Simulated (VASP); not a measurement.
Band structure of MoSe2 (2H layered). All values below come from PW91 GGA, VASP's PBE PAW potentials (set 64) (plane waves; VASP).

Without a dispersion term in the relaxation, distances and binding between the weakly bound layers, chains or molecules are unreliable, and so is what depends on them.

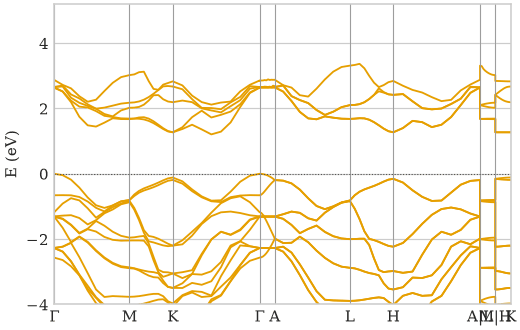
*Bands along high-symmetry lines, zero at the valence-band maximum or, without a gap, the Fermi level*

Q: Read the plot: is there a gap, and where are the band edges?

A: The gap is indirect, 1.21 eV, from the valence maximum at Γ to the conduction minimum at K-Γ at 0.44. (Edges off the drawn lines would not show.)

Measured: gap 1.09 eV (computed value off by +0.12 eV), as given by Li et al., (2013), arXiv:1302.0733.

The compound is MoSe2 in the 2H layered structure. It was relaxed first, which changed the volume by +12 %.
